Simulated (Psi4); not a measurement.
**UMN15/3-21G (sweep point 2) run of AlNH3 (SMILES [NH2][AlH])**

Aim: the vertical ionisation energy of AlNH3 at UMN15/3-21G (sweep point 2), from 2 runs. The job is set up through a Python script.

Program for the calculation: Psi4 1.11.

## Step 1: The system as given

AlNH3 has 5 atoms, charge 0, and is taken as a doublet. As SMILES, `[NH2][AlH]`. Geometry: relaxed at PBE0-D4/def2-TZVP. This is one conformer, not always the lowest.

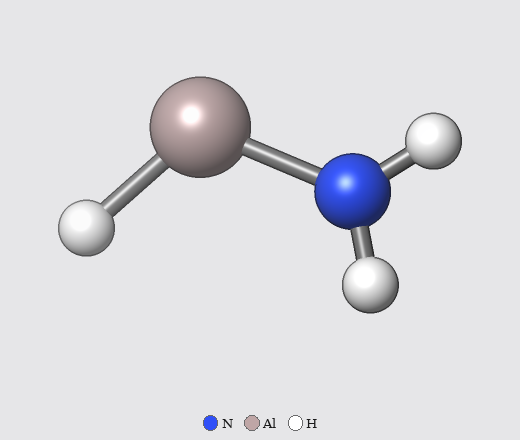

The structure, seen from a chosen angle (nitrogen blue, aluminium light grey, hydrogen white).

## Step 2: The energy at UMN15/3-21G (sweep point 2)

The input, calc.py:

```python
import psi4

psi4.set_memory('1600 MB')
psi4.set_num_threads(1)
psi4.set_output_file('psi4.out', False)

m = psi4.geometry("""
0 2
N     -0.116600    -0.660800     0.175100
Al     0.836600     0.833900     0.120800
H      0.148500    -1.505300     0.655500
H     -1.010300    -0.782800    -0.277400
H      0.191800     2.041400    -0.715400
units angstrom
symmetry c1
""")

options = {'basis': '3-21G', 'reference': 'uks', 'puream': True, 'scf_type': 'pk', 'dft_radial_points': 99, 'dft_spherical_points': 590, 'maxiter': 100}
psi4.set_options(options)

result = psi4.energy("MN15")
print(f'total energy {result:.8f} hartree = {result * 27.211386:.5f} eV')
```

The run is started by

```sh
$ python calc.py
```

psi4.out (excerpt; [...] marks lines left out):

```text
[...]
  Running in c1 symmetry.
[...]
  Nuclear repulsion =   46.235092034097001
[...]
  Multiplicity = 2
[...]
  Nalpha       = 12
  Nbeta        = 11
[...]
    Number of basis functions: 28
[...]
   @UKS iter   1:  -296.69553623893626   -3.71780e-01   2.42262e-02 DIIS/ADIIS
[...]
   @UKS iter   9:  -296.89074126040219   -8.74957e-09   3.70553e-07 DIIS
[...]
   @S^2 Observed:                7.536522142E-01
[...]
    Orbital Energies [Eh]
    ---------------------
    Alpha Occupied:
       1A    -54.751722     2A    -13.938634     3A     -4.013257
       4A     -2.692960     5A     -2.690878     6A     -2.687207
       7A     -0.860042     8A     -0.511817     9A     -0.468927
      10A     -0.359489    11A     -0.287614    12A     -0.186511
    Alpha Virtual:
      13A     -0.006064    14A      0.074245    15A      0.138723
      16A      0.174823    17A      0.211185    18A      0.231498
      19A      0.264579    20A      0.294880    21A      0.381265
      22A      1.007706    23A      1.034127    24A      1.128882
      25A      1.129126    26A      1.286697    27A      1.304375
[...]
  @UKS Final Energy:  -296.89074126040219
   => Energetics <=
    Nuclear Repulsion Energy =             46.2350920340970006
    One-Electron Energy =                -503.2508325500519391
    Two-Electron Energy =                 174.9915120466509393
    DFT Exchange-Correlation Energy =     -14.8665127910981578
    Empirical Dispersion Energy =           0.0000000000000000
    VV10 Nonlocal Energy =                  0.0000000000000000
    Total Energy =                       -296.8907412604021374
[...]
 Multipole Moments:
 ------------------------------------------------------------------------------------
     Multipole            Electronic (a.u.)      Nuclear  (a.u.)        Total (a.u.)
 ------------------------------------------------------------------------------------
 L = 1.  Multiply by 2.5417464519 to convert [e a0] to [Debye]
 Dipole X            :          2.0714422           -2.2703034           -0.1988612
 Dipole Y            :          0.9053609           -1.5586141           -0.6532532
 Dipole Z            :          0.8039299           -0.6584655            0.1454644
 Magnitude           :                                                    0.6981729
[...]
```

The script printed:

```text
total energy -296.89074126 hartree = -8078.80856 eV
```

It took 14 s on 1 thread of Intel Xeon Platinum 8259CL at 2.50GHz (Skylake/Cascade Lake), shared host; peak memory 0.7 GiB.

## Step 3: The singlet cation

The input, calc.py:

```python
import psi4

psi4.set_memory(1600000000)
psi4.set_num_threads(1)
psi4.set_output_file('alh3n.out', False)

m = psi4.geometry("""
1 1
N     -0.116600    -0.660800     0.175100
Al     0.836600     0.833900     0.120800
H      0.148500    -1.505300     0.655500
H     -1.010300    -0.782800    -0.277400
H      0.191800     2.041400    -0.715400
symmetry c1
""")

psi4.set_options(dict(basis='3-21G', puream=True, scf_type='pk', dft_radial_points=99, dft_spherical_points=590))

E, wfn = psi4.energy('mn15', molecule=m, return_wfn=True)
print(f'mn15 energy: {E:.10f} Eh')
for k, v in sorted(psi4.core.scalar_variables().items()):
    print(f'{k:45s} {v:18.10f}')
```

The run is started by

```sh
$ python calc.py
```

alh3n.out (excerpt; [...] marks lines left out):

```text
[...]
  Running in c1 symmetry.
[...]
  Nuclear repulsion =   46.235092034097001
[...]
  Multiplicity = 1
[...]
  Nalpha       = 11
  Nbeta        = 11
[...]
    Number of basis functions: 28
[...]
   @RKS iter   1:  -296.42255429715732   -9.87984e-02   2.33937e-02 DIIS/ADIIS
[...]
   @RKS iter   8:  -296.62048585013736   -7.82774e-09   4.18029e-07 DIIS
[...]
    Orbital Energies [Eh]
    ---------------------
    Doubly Occupied:
       1A    -55.080129     2A    -14.171206     3A     -4.334283
       4A     -3.014337     5A     -3.011892     6A     -3.006248
       7A     -1.082424     8A     -0.729162     9A     -0.705290
      10A     -0.600439    11A     -0.513278
[...]
  @RKS Final Energy:  -296.62048585013736
   => Energetics <=
    Nuclear Repulsion Energy =             46.2350920340970006
    One-Electron Energy =                -497.0159662833503376
    Two-Electron Energy =                 168.8754851307818114
    DFT Exchange-Correlation Energy =     -14.7150967316658861
    Empirical Dispersion Energy =           0.0000000000000000
    VV10 Nonlocal Energy =                  0.0000000000000000
    Total Energy =                       -296.6204858501373565
[...]
 Multipole Moments:
 ------------------------------------------------------------------------------------
     Multipole            Electronic (a.u.)      Nuclear  (a.u.)        Total (a.u.)
 ------------------------------------------------------------------------------------
 L = 1.  Multiply by 2.5417464519 to convert [e a0] to [Debye]
 Dipole X            :          3.2264544           -2.2703034            0.9561510
 Dipole Y            :          1.8241357           -1.5586141            0.2655216
 Dipole Z            :          1.0891708           -0.6584655            0.4307053
 Magnitude           :                                                    1.0817733
[...]
```

The script printed:

```text
mn15 energy: -296.6204858501 Eh
CURRENT ENERGY                                   -296.6204858501
CURRENT REFERENCE ENERGY                         -296.6204858501
DD SOLVATION ENERGY                                 0.0000000000
DFT FUNCTIONAL TOTAL ENERGY                      -296.6204858501
DFT TOTAL ENERGY                                 -296.6204858501
DFT VV10 ENERGY                                     0.0000000000
DFT XC ENERGY                                     -14.7150967317
GRID ELECTRONS ALPHA                               10.9999999711
GRID ELECTRONS BETA                                10.9999999711
GRID ELECTRONS TOTAL                               21.9999999423
NUCLEAR REPULSION ENERGY                           46.2350920341
ONE-ELECTRON ENERGY                              -497.0159662834
PCM POLARIZATION ENERGY                             0.0000000000
PE ENERGY                                           0.0000000000
SCF ITERATION ENERGY                             -296.6204858501
SCF ITERATIONS                                      8.0000000000
SCF TOTAL ENERGY                                 -296.6204858501
TWO-ELECTRON ENERGY                               168.8754851308
XC GRID RADIAL POINTS                              99.0000000000
XC GRID SPHERICAL POINTS                          590.0000000000
XC GRID TOTAL POINTS                           279404.0000000000
```

It took 8.7 s on 1 thread of Intel Xeon Platinum 8259CL at 2.50GHz (Skylake/Cascade Lake), shared host; peak memory 0.7 GiB.

## Step 4: Results

Level: UMN15/3-21G (sweep point 2).

| quantity | value |
| --- | --- |
| doublet AlNH3: total energy | -296.89074 Eh |
| doublet AlNH3: dipole moment | 1.77 D |
| doublet AlNH3: HOMO energy (highest over α and β) | -5.08 eV |
| doublet AlNH3: LUMO energy (lowest over α and β) | -1.41 eV |
| doublet AlNH3: ⟨S²⟩ | 0.754 |
| singlet cation: total energy | -296.62049 Eh |
| singlet cation: HOMO energy | -13.97 eV |
| singlet cation: LUMO energy | -9.32 eV |
| singlet cation: HOMO–LUMO gap | 4.65 eV |
| vertical ionisation energy (to the singlet cation) | 7.354 eV |

**Reading.** Removing an electron at fixed nuclei costs 7.35 eV (710 kJ/mol). Only the singlet of the ionised species was computed; a triplet could lie lower.
